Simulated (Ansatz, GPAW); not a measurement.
## Na/Pt(110): simulated STM images

Aim: Tersoff-Hamann images of Na/Pt(110) at several biases.

Program: GPAW 26.7.0 and Ansatz 0.2.0. Level of theory: Ansatz plane waves; slab in vacuum with a dipole correction, relaxation, in the first sound run; inputs show where later runs differ. Results are calculated unless marked as measured.

### 1. Starting point

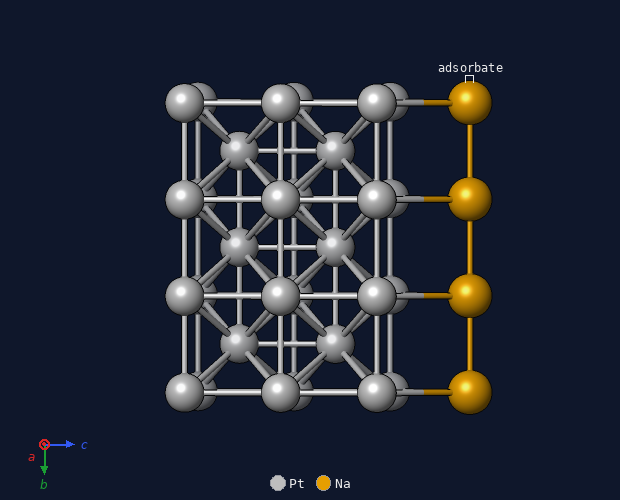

The cell as given, from the side, with the c axis across the page (platinum light grey, sodium orange). 1×3×1 cells are drawn. Some periodic images of atoms are drawn too.

The cell holds 6 atoms: 5 Pt and 1 Na. Cell: a = 3.920 Å, b = 2.772 Å, c = 22.036 Å, α = 90.0°, β = 90.0°, γ = 90.0°. Vacuum lies along c.

### 2. Relaxing the atoms

Forces are removed first; all later runs use this geometry. The lowest 3 atoms are held at bulk positions and keep their forces.

File input.yaml:

```yaml
crystal:
  lattice:
    - [3.92, 0.0, 0.0]
    - [0.0, 2.7718585823, 0.0]
    - [0.0, 0.0, 22.0364347578]
  atoms:
    - { symbol: Pt, position: [0.0, 0.0, 0.3176557405] }
    - { symbol: Pt, position: [0.5, 0.5, 0.3805483683] }
    - { symbol: Pt, position: [0.0, 0.0, 0.4434409962] }
    - { symbol: Pt, position: [0.5, 0.5, 0.5063336241] }
    - { symbol: Pt, position: [0.0, 0.0, 0.569226252] }
    - { symbol: Na, position: [0.5, 0.0, 0.6823442595] }
kpoints:
  mp_grid: { grid: [8, 11, 1] }
hamiltonian:
  xc: pbe
scf:
  occupations: { method: fermi_dirac, width: 0.1 }
efield:
  axis: 3
  dipole_correction: true
  ramp_width: 0.05
relax:
  f_tol: 0.02
  max_steps: 60
  constraints: [{ sites: [0, 1, 2] }]
output:
  write_potential: true
  write_density: true
  volumetric_format: npy
```

Run with:

```
ansatz run input.yaml --threads 4 --pin off --max-ram 8192MiB --backend cpu --events-out ev --progress --plain --runs-dir out
```

Numbers of over 12 decimals in the logs are rounded to 6 here.

Output:

```text
Engine: ansatz 0.2.0, x86_64-unknown-linux-gnu
Pseudopotentials: kind: paw
Pseudopotential: Pt, paw, valence charge 18, recommended cutoff 420 eV (normal), Pt.paw.azcp
Pseudopotential: Na, paw, valence charge 9, recommended cutoff 420 eV (normal), Na.paw.azcp
Functional definition: PBE
  parameter kappa = 0.804
  parameter beta = 0.066725
  exchange = pbe_x(kappa = kappa, mu = beta*pi^2/3)
  correlation = pbe_c(beta = beta)
Crystal: 6 atoms, lattice volume = 239.441 Å³
Basis set: ecut = 420 eV, 4673 PW (Γ), exchange–correlation on 54×40×300 points (8 copies of the dense FFT grid, shifted against one another)
Bands: 60, of which v1, the nominal top of the filled ones, is band 50 counted from 1 (49 counted from 0)
Symmetry: 4 space group operations
Space group: Pmm2 (ITA 25), of the structure as read, at distance tolerance 6.2e-5 Å
k-points: 30 of 88
Non-local potential: Pt, projectors of the file, l = 0: 3, l = 1: 2, l = 2: 2, l = 3: 1
Non-local potential: Na, projectors of the file, l = 0: 3, l = 1: 2, l = 2: 1
PAW form: soft (Blöchl's): semilocal exchange-correlation on the pseudo side does not see the compensation charge
PAW one-centre angular grid: Pt, 590 points (default); XC on 64 Gauss nodes
PAW one-centre angular grid: Na, 110 points (default); XC on 64 Gauss nodes
Initial density: superposition of atomic densities (neutral atoms: chi_scale 0, normalization atom), corrected by the library's trained network
Initial wavefunctions: pseudopotential atomic-orbital guess
Functional: x = pbe(κ = 0.804, μ = 0.219515), c = pbe(β = 0.066725)
SCF iter   1: F=—  HF=-64099.612033 eV  |F-HF|=—  |Δ(HF+E_count)|=         —  Δρ=7.33e-3  dr2=1.10e0  ethr=1.77e-3  p=0.115 e·Å  D=8.72e-2 V/Å  ΔV_dip=-1.92 eV  dr2_dipole=3.99e-1  V_vac-E_F(+/−)=3.12/5.05 eV  ⟨swp⟩=7.5  Hψ=7139  notcnv=0  defer=11
efield: sawtooth ramp at fractional position 0.9750 (placed from the atoms, in the widest stretch of the axis that holds none; the zero of the levels goes with the place), width 0.0500; the density the first Hamiltonian is built on has a dipole p = 0.115 e·Å; the dipole correction subtracts the counter field D = 8.72e-2 V/Å, which shifts the + side's vacuum level by -1.92 eV against the − side's; the planar-averaged density in the ramp window peaks in size at 1.0e-4 e/Å³
preconditioner: auto → LDOS  [metal: Δε(μ)=0.014 eV  Ē_g=8.795 eV  σ=0.100 eV  W_gap=0.04  n_scr=52 (ndim 8)  ℏωp=18.1 eV  f_vac=0.525  D(μ)=9.02/eV (n_scr^D=66)  β→1.0]
SCF iter   2: F=—  HF=-64099.598677 eV  |F-HF|=—  |Δ(HF+E_count)|=   1.34e-2  Δρ=3.18e-3  dr2=4.41e-2  ethr=1.11e-3  p=0.139 e·Å  D=1.05e-1 V/Å  ΔV_dip=-2.31 eV  dr2_dipole=1.62e-3  V_vac-E_F(+/−)=2.99/5.30 eV  ⟨swp⟩=2.0  Hψ=2209  notcnv=0  defer=46
SCF iter   3: F=—  HF=-64099.599199 eV  |F-HF|=—  |Δ(HF+E_count)|=   5.22e-4  Δρ=1.55e-3  dr2=2.34e-2  ethr=4.45e-5  p=0.138 e·Å  D=1.05e-1 V/Å  ΔV_dip=-2.31 eV  dr2_dipole=6.13e-4  V_vac-E_F(+/−)=2.94/5.25 eV  ⟨swp⟩=2.0  Hψ=2732  notcnv=0  defer=48
SCF iter   4: F=—  HF=-64099.597126 eV  |F-HF|=—  |Δ(HF+E_count)|=   2.07e-3  Δρ=7.31e-4  dr2=2.90e-3  ethr=2.36e-5  p=0.142 e·Å  D=1.08e-1 V/Å  ΔV_dip=-2.37 eV  dr2_dipole=2.90e-5  V_vac-E_F(+/−)=2.93/5.30 eV  ⟨swp⟩=2.0  Hψ=2518  notcnv=0  defer=48
SCF iter   5: F=—  HF=-64099.597082 eV  |F-HF|=—  |Δ(HF+E_count)|=   4.47e-5  Δρ=2.57e-4  dr2=8.02e-4  ethr=2.93e-6  p=0.144 e·Å  D=1.09e-1 V/Å  ΔV_dip=-2.39 eV  dr2_dipole=9.35e-6  V_vac-E_F(+/−)=2.91/5.30 eV  ⟨swp⟩=2.0  Hψ=2623  notcnv=0  defer=47
SCF iter   6: F=—  HF=-64099.597023 eV  |F-HF|=—  |Δ(HF+E_count)|=   5.83e-5  Δρ=9.50e-5  dr2=4.49e-5  ethr=8.10e-7  p=0.144 e·Å  D=1.09e-1 V/Å  ΔV_dip=-2.40 eV  dr2_dipole=7.77e-7  V_vac-E_F(+/−)=2.90/5.31 eV  ⟨swp⟩=1.8  Hψ=2139  notcnv=0  defer=47
SCF iter   7: F=—  HF=-64099.597029 eV  |F-HF|=—  |Δ(HF+E_count)|=   5.45e-6  Δρ=3.13e-5  dr2=1.02e-5  ethr=1.01e-8  p=0.145 e·Å  D=1.09e-1 V/Å  ΔV_dip=-2.41 eV  dr2_dipole=3.46e-7  V_vac-E_F(+/−)=2.90/5.31 eV  ⟨swp⟩=12.5  Hψ=16831  notcnv=0
SCF iter   8: F=-64099.597027 eV  HF=-64099.597029 eV  |F-HF|=1.58e-6  |Δ(HF+E_count)|=   1.57e-7  Δρ=1.54e-5  dr2=2.02e-6  ethr=1.01e-8  p=0.145 e·Å  D=1.09e-1 V/Å  ΔV_dip=-2.41 eV  dr2_dipole=6.94e-9  V_vac-E_F(+/−)=2.90/5.31 eV  ⟨swp⟩=11.0  Hψ=14103  notcnv=0
WARN: efield: at this solve's end the planar-averaged density reaches 1.79e-5 e/Å³ inside the ramp window [0.9296, 0.0704] (bound 1e-5 e/Å³); the window's nearer edge stands 5.45 Å from this solve's nearest atom along the axis. Its work functions, free energy, forces, stress, dipole, levels and responses can be off, and this figure does not tell by how much. A short vacuum, a low `basis.ecutwfc` or `basis.ecutrho_ratio` and negative occupations (`scf.occupations.method`) can put density there. See the manual's quickstart, § The vacuum guard
SCF 1 converged in 8 iterations: F = -64099.597027 eV  dr2 = 2.02e-6
  greatest PAW one-centre occupation: 1.000 electrons in one spin orbital (limit 2), on the Pt atom at site 2 (counted from 0), in its partial waves of l = 0
relax step   1: F+E_penalty+E_count = -64099.59702729 eV  Δ(F+E_penalty+E_count) = +0.000e0 eV  max|allowed force component| = 1.294e0 eV/Å  Δτ_max = 0.0000 Å  (8 SCF iters, dr2 threshold 1.00e-5 eV, accepted)
Initial density: handed on by an earlier stage of this run
Initial wavefunctions: those handed on with the density
iter 1 solved again at ethr=1.68e-4 eV; its pass at ethr=3.10e-3 eV (dr2=1.67e-1 eV) is discarded
SCF iter   1: F=—  HF=-64099.856183 eV  |F-HF|=—  |Δ(HF+E_count)|=         —  Δρ=9.25e-3  dr2=1.58e-1  ethr=1.68e-4  p=0.145 e·Å  D=1.09e-1 V/Å  ΔV_dip=-2.41 eV  dr2_dipole=7.90e-3  V_vac-E_F(+/−)=2.92/5.33 eV  ⟨swp⟩=1.4  Hψ=6833  notcnv=0  defer=47
efield: sawtooth ramp at fractional position 0.9750 (handed on by an earlier solve), width 0.0500; the density the first Hamiltonian is built on has a dipole p = 0.145 e·Å; the dipole correction subtracts the counter field D = 1.09e-1 V/Å, which shifts the + side's vacuum level by -2.41 eV against the − side's; the planar-averaged density in the ramp window peaks in size at 1.8e-5 e/Å³
preconditioner: auto → LDOS  [metal: Δε(μ)=0.011 eV  Ē_g=8.821 eV  σ=0.100 eV  W_gap=0.03  n_scr=52 (ndim 8)  ℏωp=18.1 eV  f_vac=0.531  D(μ)=8.86/eV (n_scr^D=66)  β→1.0]
SCF iter   2: F=—  HF=-64099.846071 eV  |F-HF|=—  |Δ(HF+E_count)|=   1.01e-2  Δρ=3.25e-3  dr2=6.14e-2  ethr=1.60e-4  p=0.154 e·Å  D=1.17e-1 V/Å  ΔV_dip=-2.57 eV  dr2_dipole=1.28e-2  V_vac-E_F(+/−)=2.71/5.28 eV  ⟨swp⟩=2.0  Hψ=3189  notcnv=0  defer=47
[...]
SCF iter   2: F=—  HF=-64099.906178 eV  |F-HF|=—  |Δ(HF+E_count)|=   4.84e-3  Δρ=2.05e-3  dr2=1.30e-1  ethr=2.50e-4  p=0.176 e·Å  D=1.33e-1 V/Å  ΔV_dip=-2.92 eV  dr2_dipole=9.16e-2  V_vac-E_F(+/−)=2.38/5.30 eV  ⟨swp⟩=2.1  Hψ=2243  notcnv=0  defer=50
SCF iter   3: F=—  HF=-64099.901083 eV  |F-HF|=—  |Δ(HF+E_count)|=   5.09e-3  Δρ=8.23e-4  dr2=1.57e-2  ethr=1.31e-4  p=0.165 e·Å  D=1.24e-1 V/Å  ΔV_dip=-2.74 eV  dr2_dipole=5.10e-3  V_vac-E_F(+/−)=2.54/5.28 eV  ⟨swp⟩=2.0  Hψ=1888  notcnv=0  defer=50
SCF iter   4: F=—  HF=-64099.901033 eV  |F-HF|=—  |Δ(HF+E_count)|=   5.02e-5  Δρ=4.87e-4  dr2=1.25e-3  ethr=1.59e-5  p=0.165 e·Å  D=1.25e-1 V/Å  ΔV_dip=-2.75 eV  dr2_dipole=1.76e-4  V_vac-E_F(+/−)=2.53/5.28 eV  ⟨swp⟩=2.0  Hψ=2390  notcnv=0  defer=50
SCF iter   5: F=—  HF=-64099.900810 eV  |F-HF|=—  |Δ(HF+E_count)|=   2.23e-4  Δρ=1.58e-4  dr2=2.59e-4  ethr=1.27e-6  p=0.165 e·Å  D=1.25e-1 V/Å  ΔV_dip=-2.75 eV  dr2_dipole=3.07e-5  V_vac-E_F(+/−)=2.52/5.28 eV  ⟨swp⟩=2.0  Hψ=2576  notcnv=0  defer=48
SCF iter   6: F=—  HF=-64099.900810 eV  |F-HF|=—  |Δ(HF+E_count)|=   2.21e-7  Δρ=8.86e-5  dr2=4.96e-5  ethr=2.62e-7  p=0.166 e·Å  D=1.25e-1 V/Å  ΔV_dip=-2.76 eV  dr2_dipole=3.99e-7  V_vac-E_F(+/−)=2.52/5.28 eV  ⟨swp⟩=1.9  Hψ=2248  notcnv=0  defer=48
SCF iter   7: F=-64099.900803 eV  HF=-64099.900809 eV  |F-HF|=5.17e-6  |Δ(HF+E_count)|=   1.44e-6  Δρ=2.77e-5  dr2=5.34e-6  ethr=1.41e-8  p=0.166 e·Å  D=1.25e-1 V/Å  ΔV_dip=-2.76 eV  dr2_dipole=8.62e-7  V_vac-E_F(+/−)=2.51/5.28 eV  ⟨swp⟩=12.0  Hψ=15181  notcnv=0
WARN: efield: at this solve's end the planar-averaged density reaches 1.77e-5 e/Å³ inside the ramp window [0.9296, 0.0704] (bound 1e-5 e/Å³); by the running means of the window's planes the mean density over a ramp is at most 1.36e-5 e/Å³, which is held to the bound (the quickstart, § The vacuum guard, A window that rings); the window's nearer edge stands 5.45 Å from this solve's nearest atom along the axis. Its work [...]
SCF 3 converged in 7 iterations: F = -64099.900803 eV  dr2 = 5.34e-6
relax step   3: F+E_penalty+E_count = -64099.90080343 eV  Δ(F+E_penalty+E_count) = -6.585e-2 eV  max|allowed force component| = 1.778e-1 eV/Å  Δτ_max = 0.1952 Å  (7 SCF iters, dr2 threshold 1.40e-5 eV, accepted)
[...]
relax step   4: F+E_penalty+E_count = -64099.91233865 eV  Δ(F+E_penalty+E_count) = -1.154e-2 eV  max|allowed force component| = 5.984e-2 eV/Å  Δτ_max = 0.1476 Å  (8 SCF iters, dr2 threshold 4.23e-6 eV, accepted)
[...]
relax step   5: F+E_penalty+E_count = -64099.91323348 eV  Δ(F+E_penalty+E_count) = -8.948e-4 eV  max|allowed force component| = 3.884e-3 eV/Å  Δτ_max = 0.0321 Å  (7 SCF iters, dr2 threshold 4.06e-7 eV, accepted)
iter 1 solved again at ethr=1.53e-10 eV; its pass at ethr=3.10e-3 eV (dr2=1.51e-7 eV) is discarded
SCF iter   1: F=—  HF=-64099.913217 eV  |F-HF|=—  |Δ(HF+E_count)|=         —  Δρ=5.73e-6  dr2=1.51e-7  ethr=1.53e-10  p=0.171 e·Å  D=1.29e-1 V/Å  ΔV_dip=-2.84 eV  dr2_dipole=1.72e-9  V_vac-E_F(+/−)=2.44/5.28 eV  ⟨swp⟩=1.0  Hψ=4380  notcnv=0  defer=45
efield: sawtooth ramp at fractional position 0.9750 (handed on by an earlier solve), width 0.0500; the density the first Hamiltonian is built on has a dipole p = 0.171 e·Å; the dipole correction subtracts the counter field D = 1.29e-1 V/Å, which shifts the + side's vacuum level by -2.84 eV against the − side's; the planar-averaged density in the ramp window peaks in size at 8.2e-6 e/Å³
preconditioner: auto → LDOS  [metal: Δε(μ)=0.026 eV  Ē_g=8.823 eV  σ=0.100 eV  W_gap=0.07  n_scr=52 (ndim 8)  ℏωp=18.1 eV  f_vac=0.548  D(μ)=8.71/eV (n_scr^D=66)  β→1.0]
SCF iter   2: F=—  HF=-64099.913234 eV  |F-HF|=—  |Δ(HF+E_count)|=   1.63e-5  Δρ=6.78e-6  dr2=3.32e-7  ethr=1.53e-10  p=0.171 e·Å  D=1.29e-1 V/Å  ΔV_dip=-2.84 eV  dr2_dipole=8.75e-10  V_vac-E_F(+/−)=2.44/5.28 eV  ⟨swp⟩=2.0  Hψ=3149  notcnv=0  defer=45
SCF iter   3: F=-64099.913234 eV  HF=-64099.913234 eV  |F-HF|=3.32e-9  |Δ(HF+E_count)|=   6.91e-8  Δρ=9.43e-7  dr2=3.77e-9  ethr=1.01e-10  p=0.171 e·Å  D=1.29e-1 V/Å  ΔV_dip=-2.84 eV  dr2_dipole=3.94e-10  V_vac-E_F(+/−)=2.44/5.28 eV  ⟨swp⟩=8.0  Hψ=13389  notcnv=0
SCF 6 converged in 3 iterations: F = -64099.913234 eV  dr2 = 3.77e-9
relax step   6: F+E_penalty+E_count = -64099.91323358 eV  Δ(F+E_penalty+E_count) = -9.934e-8 eV  max|allowed force component| = 3.908e-3 eV/Å  Δτ_max = 0.0000 Å  (3 SCF iters, accepted)
NSCF: frozen V_eff on 30 k-points
the band table was solved once a step of the walk had ended and its energy, with any forces and stress, was formed, with the checks that follow a solve (8377 applications of the Hamiltonian). They found nothing against the state; the energy, forces and stress were not computed again (output.eigenvalues in the input reference)
WARN: The output density's exchange-correlation potential varies sharply where the density is thin. Do not read a vacuum level from v_tot or v_xc, or from such a field of the output density. On a cell that repeats whose density bears no net charge and no dipole along the vacuum's axis use v_es (v_loc + v_h of the components); under efield.dipole_correction with no amplitude use v_es + v_field, which holds any externa [...]
SCF converged after 3 iterations
Free energy (F): -64099.913234 eV
Harris-Foulkes:  -64099.913234 eV  (|F-HF|=3.32e-9)
Internal energy: -64099.630327 eV  (E = F + TS)
E sigma→0 (E₀):  -64099.771780 eV
Entropy (-TS):   -0.282907 eV (-47.151 meV/atom)
Fermi energy:    5.416683 eV
Dipole field:    D = 0.128996 V/Å  (p = 0.170692 e·Å, saw-weighted, corrected)
Work function:   Φ+ = 2.4391 eV   Φ− = 5.2818 eV
Levels:          The Fermi level and band energies are counted from a zero that moves with the ramp; work functions are not
--- Per-component energies (eV) ---
  E_band       = -2425.199986
  E_kinetic    = 3305.989629
  E_local      = -128649.680201  (includes V_loc(G=0)·N_el)
  E_nonlocal   = 1116.354432
  E_hartree    = 62417.632636
  E_xc         = -1344.651927
  E_vxc        = -1559.707660  (∫ρ·V_xc dr)
  E_paw        = -47533.747186  (= ΣΔE_a)
  E_vpaw       = -1483.404242  (= ΣTr[D̂ρ^β])
  E_aug_tail   = 0.000962  (compensation charges beyond the density's cutoff)
  E_efield     = 0.011009  (sawtooth field / dipole correction)
  E_vefield    = 9.978034  (∫n·V_field dr)
  E_ewald      = 46588.460319
  E_smearing   = -0.282907  (= −TS)
  E_closure    = -0.000000  (closes the sum)
  Σ components = -64099.913234   (vs F -64099.913234, Δ=0.00e0)
--- Forces (eV/Å), atoms counted from 1 ---
  atom   1  Pt     0.00000000     0.00000000     0.34670602
  atom   2  Pt     0.00000000     0.00000000    -0.71953804
  atom   3  Pt     0.00000000     0.00000000     0.37183439
  atom   4  Pt     0.00000000     0.00000000     0.00032703
  atom   5  Pt     0.00000000     0.00000000     0.00390794
  atom   6  Na     0.00000000     0.00000000    -0.00327016
  max |Σ_I F_I| component: 3.28e-5 eV/Å
--- Band table (eV; the first three rows and the last of 30) ---
  k-point 0: bands = [... 46 lower, 4.5782, 4.7259, 4.9103, 5.2864, 5.4199, 5.5598, 5.8526, 6.8365, ... 6 higher]
  k-point 1: bands = [... 46 lower, 4.5588, 4.6627, 4.7379, 5.1547, 5.4358, 5.6794, 5.6821, 7.0071, ... 6 higher]
  k-point 2: bands = [... 46 lower, 4.4668, 4.5341, 4.6775, 5.1050, 5.2871, 5.8575, 6.0107, 7.4924, ... 6 higher]
  k-point 29: bands = [... 46 lower, 5.3905, 5.4480, 5.5740, 6.4180, 6.7620, 8.7644, 9.5326, 9.9945, ... 6 higher]
--- Relaxed structure (6 steps of the walk, 6 accepted, 0 SCFs on fresh bases) ---
  F+E_penalty+E_count = -64099.91323358 eV   max|allowed force component| = 3.908e-3 eV/Å
  atoms:
    - { symbol: Pt, position: [0.0, 0.0, 0.3176557405] }
    - { symbol: Pt, position: [0.5, 0.5, 0.380548] }
    - { symbol: Pt, position: [0.0, 0.0, 0.443441] }
    - { symbol: Pt, position: [0.5, 0.5, 0.513503] }
    - { symbol: Pt, position: [0.0, 0.0, 0.570397] }
    - { symbol: Na, position: [0.5, 0.0, 0.659753] }
```

The job ended after 37 s (4 threads of Intel Xeon Platinum 8488C (Sapphire Rapids), shared host; peak memory 0.79 GiB; 2.3 min of CPU time).

The steps of the relaxation:

| step | energy less that of the first step (eV) | largest force component (eV/Å) |
| --- | --- | --- |
| 1 | 0.0000 | 1.2941 |
| 2 | -0.2379 | 0.4732 |
| 3 | -0.3038 | 0.1778 |
| 4 | -0.3153 | 0.0598 |
| 5 | -0.3162 | 0.0039 |
| 6 | -0.3162 | 0.0039 |

The run keeps the 4 symmetry operations that it works with, so distortions that break them were not tested.

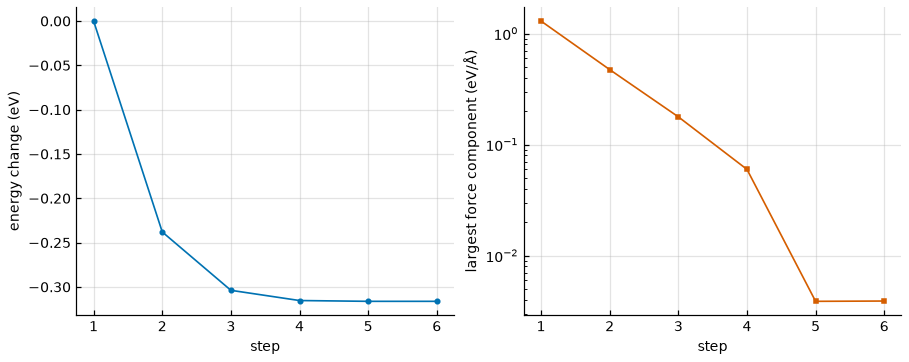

Energy and largest force along the relaxation.

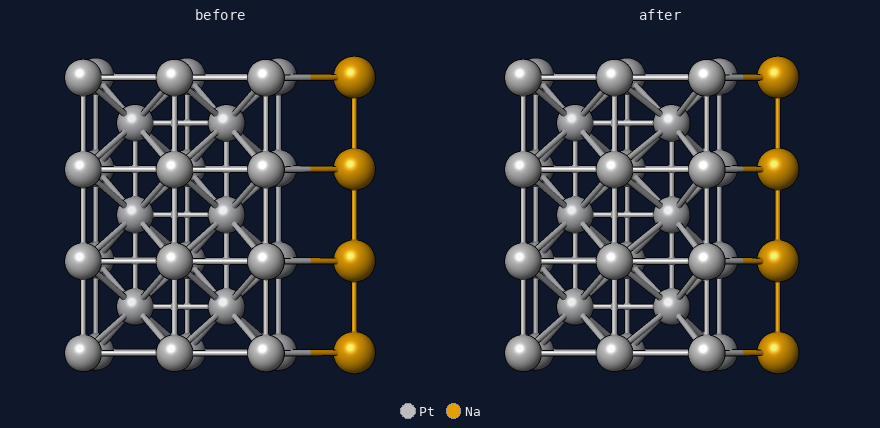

The structure before and after the relaxation, drawn at the same scale.

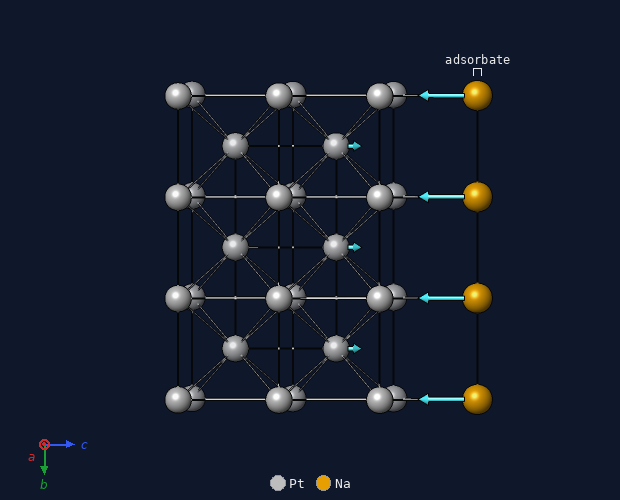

Displacements in the relaxation, exaggerated; the longest in the cell stands for 0.50 Å. 1×3×1 cells are drawn. Some periodic images of atoms are drawn too.

The atoms that moved most (Å):

| atom | dx | dy | dz | length |
| --- | --- | --- | --- | --- |
| Na6 | 0.000 | 0.000 | -0.498 | 0.498 |
| Pt4 | 0.000 | 0.000 | 0.158 | 0.158 |
| Pt5 | 0.000 | 0.000 | 0.026 | 0.026 |

Final coordinates:

```
Pt Na
1.0
     3.92000    0.00000    0.00000
     0.00000    2.77186    0.00000
     0.00000    0.00000   22.03643
Pt Na
5 1
Direct
  0.00000 0.00000 0.31766
  0.50000 0.50000 0.38055
  0.00000 0.00000 0.44344
  0.50000 0.50000 0.51350
  0.00000 0.00000 0.57040
  0.50000 0.00000 0.65975
```

This step gave:

```
free energy             : -64099.9132 eV
smearing term TS        : 0.2829 eV
symmetry operations     : 4
upper work function     : 2.439 eV
lower work function     : 5.282 eV
dipole along the normal : 0.1707 e·Å
dipole field            : 0.1290 V/Å
vacuum level above      : 7.856 eV
vacuum level below      : 10.70 eV
```

The electrostatic potential energy of an electron (with the applied field's), less the Fermi level, planar mean oscillates, so the rows of the table below give means over windows of 1.47 Å about each position, cut where the curve ends. Its maxima inside the range that stand out by 2 % of the span (Å: eV): 0.6: 5.28, 7.6: -9.58, 9.1: -10.1, 10.6: -6.95, 12.0: -12.6, 13.7: 0.601. Its minima: 7.1: -13.3, 8.4: -14.1, 9.7: -13.9, 11.3: -14.3, 12.5: -14.0, 14.5: -6.74.

Electrostatic potential energy of an electron (with the applied field's), less the Fermi level, planar mean against z; means over each step:

| z (Å) | electrostatic potential energy of an electron (with the applied field's), less the Fermi level, planar mean (eV) |
| --- | --- |
| 0.73 | 5.01 |
| 2.21 | 5.28 |
| 3.68 | 5.27 |
| 5.15 | 4.80 |
| 6.62 | -6.92 |
| 8.09 | -11.9 |
| 9.55 | -11.8 |
| 11.03 | -11.1 |
| 12.50 | -11.7 |
| 13.97 | -2.58 |
| 15.44 | -0.782 |
| 16.91 | 2.12 |
| 18.38 | 2.41 |
| 19.85 | 2.44 |
| 21.32 | 2.60 |

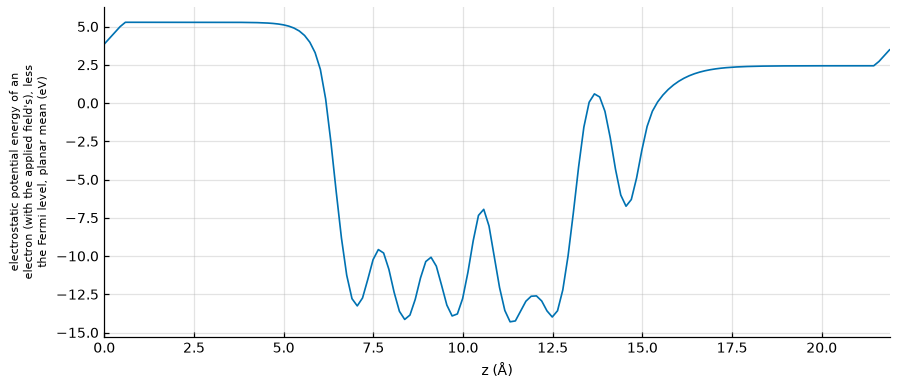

Electrostatic potential energy of an electron (with the applied field's), less the Fermi level, planar mean, plotted against z.

(Part 1 of 3 ends here.)

[Logs are printed without paths, hosts, clocks, repeated set-up lines and the standing remarks that a program may print on its own settings, such as how far it seeks lower states.]

[Hosts, paths, dates, database ids (printed as entryN), source tags and the programs' standing remarks are cut or masked in the printed files.]
